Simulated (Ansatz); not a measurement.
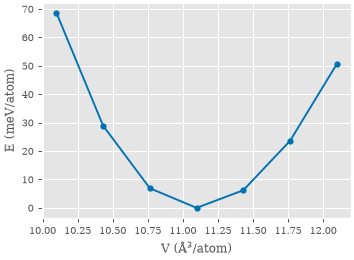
Figure: SiGeC2 in space group P-4m2 (No. 115; Si on 1a, C on 2g, Ge on 1c) under volume change, plane-wave PAW r²SCAN (Ansatz code), shape and atoms relaxed at each volume.

Q: What does a third-order Birch–Murnaghan fit give for V₀, B₀ and B′?

A: V₀ = 11.10 Å³/atom, B₀ = 209 GPa, B′ = 4.1.

The start of the workflow was typed in or built on a structure type; neither database checked (COD, Materials Project) lists it. Its standing as an ambient phase is unchecked. The cell was relaxed with r²SCAN under the symmetry of its start; its stability against distortions is not shown here.

Potentials: the earlier of the program's two PAW sets.
